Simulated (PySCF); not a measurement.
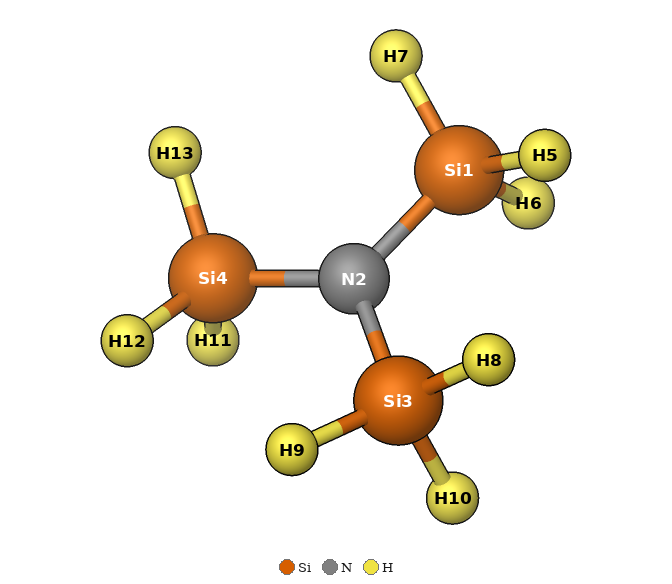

The computed structure is the end point of a PBE0-D3(BJ)/def2-SVP optimisation. No frequency run is at hand to confirm it as a minimum. Electric field gradients from the ground-state density, PBE0/IGLO-III (PySCF 2.14.0), non-relativistic apart from any core potentials.

Give the largest field-gradient component, the quadrupole coupling constant and the asymmetry for 14N at N2 (Q = 20.44 mb), 2H at H5 (Q = 2.86 mb), 2H at H6 (Q = 2.86 mb).

| atom | V_zz (a.u.) | e²qQ/h (MHz) | η |
| --- | --- | --- | --- |
| N2 | −0.580 | −2.78 | 0.01 |
| H5 | 0.145 | 0.097 | 0.04 |
| H6 | 0.143 | 0.096 | 0.03 |
